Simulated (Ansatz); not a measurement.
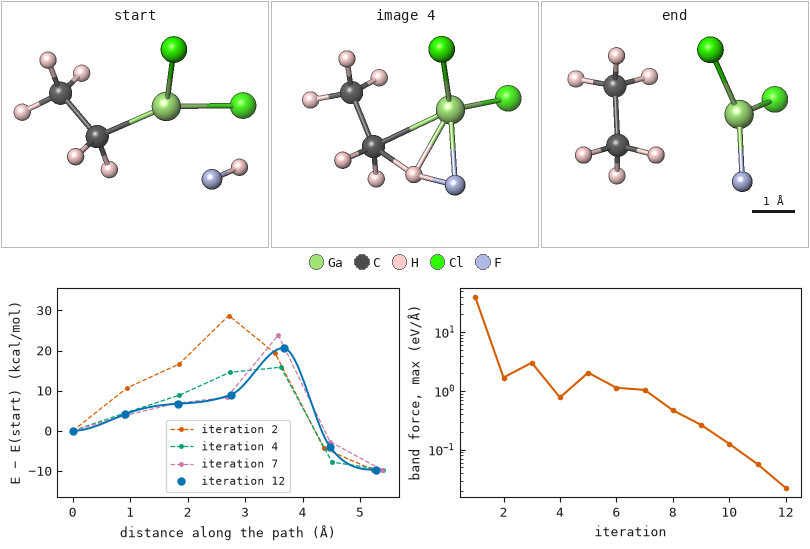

A search for the minimum-energy path of C2H6Cl2FGa by the nudged elastic band. Images are numbered from 0 (start) to 6 (end). The plot follows the band through its iterations. The picture is a ball-and-stick view, seen at a tilt.

Method: RKS PBE/def2-SVP in Ansatz. Settings: 5 movable images; climbing image; force threshold 0.05 eV/Å; iteration limit 60; starting path through a guess of the saddle point.

Q: Judge this run.

A: The run is converged, with reservations. The band converged in 12 iterations. The largest component of the band force went from 39 to 0.022 eV/Å. The climbing image converged on the top of the path. Its vibrational analysis gives 2 imaginary modes over 30i cm⁻¹, so it isn't confirmed as a transition state. The first iteration put the highest image at 129.8 kcal/mol. The highest point, image 4, lies 20.6 kcal/mol above the start and 30.3 kcal/mol above the end; the end is at −9.7 kcal/mol relative to the start.
